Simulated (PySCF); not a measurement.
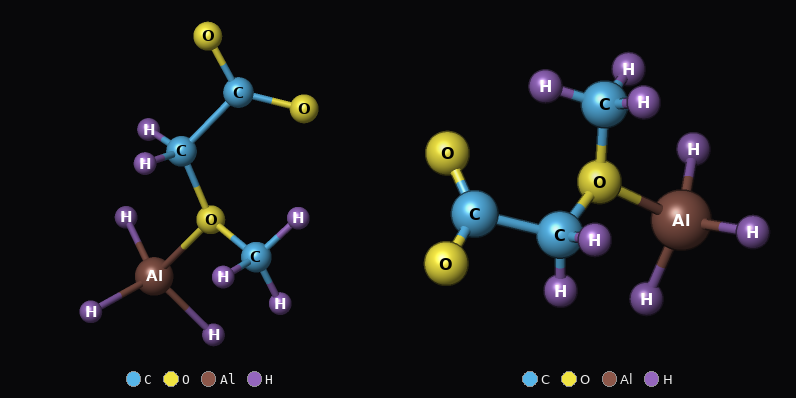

The same structure drawn twice, from different directions.

State: charge −1, singlet.

Give the formula.

C3H8AlO3(-), 15 atoms: 3 carbon, 8 hydrogen, 1 aluminium and 3 oxygen.

Which point group does it belong to?

C1.

Count the bonded pairs by element.

5 C–H, 4 C–O, 3 Al–H, 1 Al–O, 1 C–C.

The parts below concern this one geometry. Atoms keep their numbers from picture to picture. The computed structure is the end point of a PBE0-D3(BJ)/def2-SVP optimisation. No frequency run is at hand to confirm it as a minimum.

### Shape

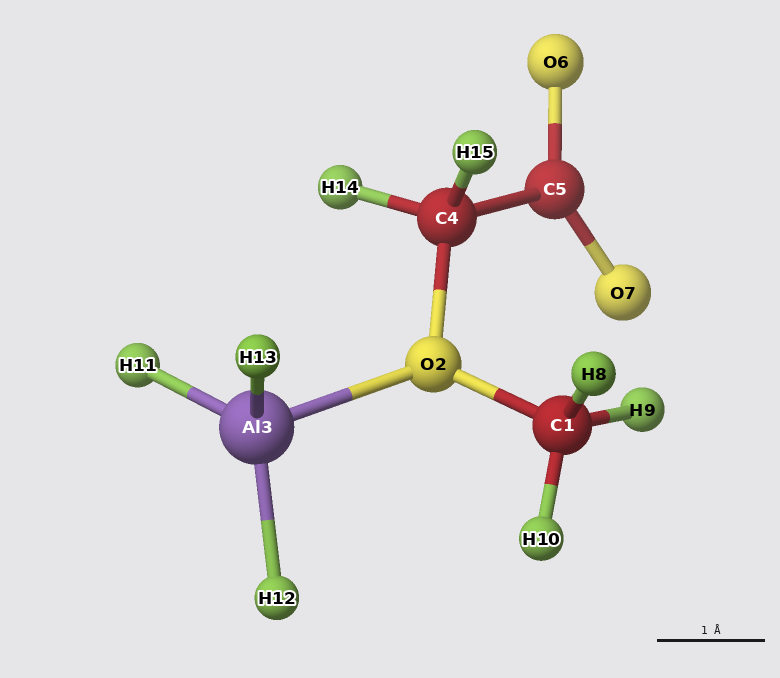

Atoms carry their numbers in the input. No frequency run is at hand to confirm it as a minimum.

Give the bond lengths.

```tsv
bond	length (Å)
C1–O2	1.425
C1–H8	1.105
C1–H9	1.099
C1–H10	1.098
O2–Al3	1.926
O2–C4	1.454
Al3–H11	1.611
Al3–H12	1.617
Al3–H13	1.621
C4–C5	1.560
C4–H14	1.098
C4–H15	1.104
C5–O6	1.237
C5–O7	1.244
```

### Quadrupole coupling

No frequency run is at hand to confirm it as a minimum. Electric field gradients from the ground-state density, PBE0/pcSseg-1 (PySCF 2.14.0), non-relativistic apart from any core potentials.

Give the largest field-gradient component, the quadrupole coupling constant and the asymmetry for 17O at O2 (Q = −25.6 mb), 27Al at Al3 (Q = 146.6 mb), 17O at O6 (Q = −25.6 mb), 17O at O7 (Q = −25.6 mb).

```tsv
atom	V_zz (a.u.)	e²qQ/h (MHz)	η
O2	−1.961	11.80	0.66
Al3	0.745	25.7	0.08
O6	−1.306	7.86	0.39
O7	−1.368	8.23	0.41
```

### NMR shielding

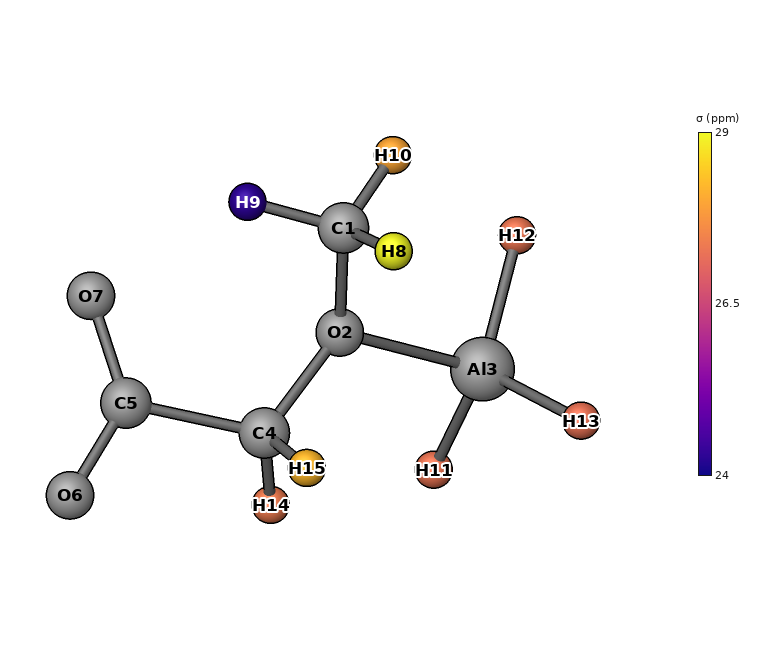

Atoms are coloured by their isotropic NMR shieldings (H only, the others grey). No frequency run is at hand to confirm it as a minimum. Level of theory: GIAO PBE0/pcSseg-1 NMR shielding, non-relativistic, gas phase (PySCF 2.14.0).

List the isotropic NMR shieldings of the H atoms.

```
atom  σ (ppm)
  H8    28.94
  H9    24.28
 H10    28.00
 H11    27.29
 H12    27.31
 H13    27.26
 H14    27.39
 H15    28.23
```

### Electronic properties

No frequency run is at hand to confirm it as a minimum. Level of theory: CAM-B3LYP/def2-SVPD, gas phase (PySCF 2.14.0).

What does the calculation give?

- HOMO energy (Kohn–Sham orbital): −4.20 eV
- mean static polarisability: 89.7 bohr³

### Charges

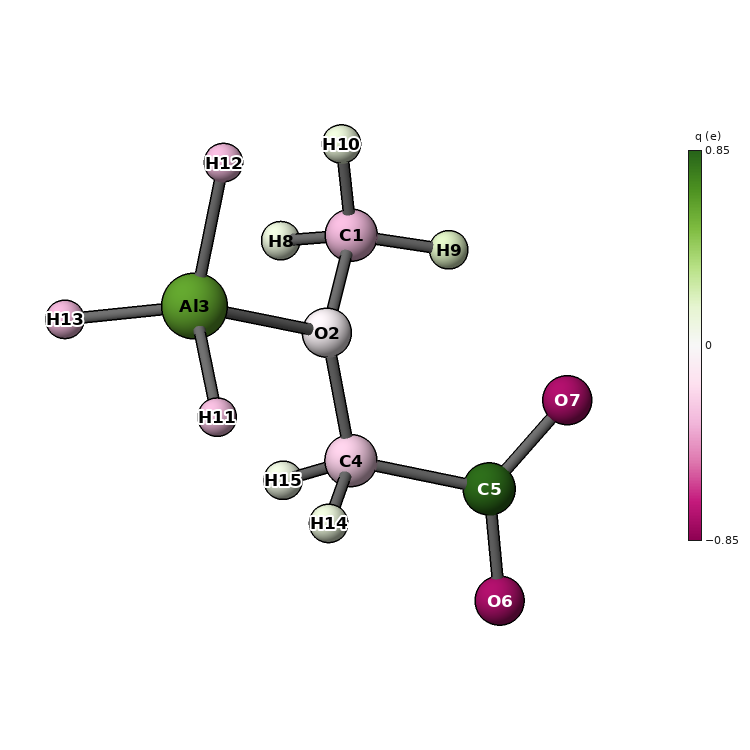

Atoms are coloured by their ESP-fitted charges. No frequency run is at hand to confirm it as a minimum. Method: PBE0/pcSseg-1, gas phase (PySCF 2.14.0).

List the ESP-fitted charges.

| atom | value (e) |
| --- | --- |
| C1 | −0.32 |
| O2 | −0.04 |
| Al3 | 0.61 |
| C4 | −0.24 |
| C5 | 0.82 |
| O6 | −0.74 |
| O7 | −0.75 |
| H8 | 0.11 |
| H9 | 0.19 |
| H10 | 0.13 |
| H11 | −0.31 |
| H12 | −0.33 |
| H13 | −0.34 |
| H14 | 0.12 |
| H15 | 0.09 |
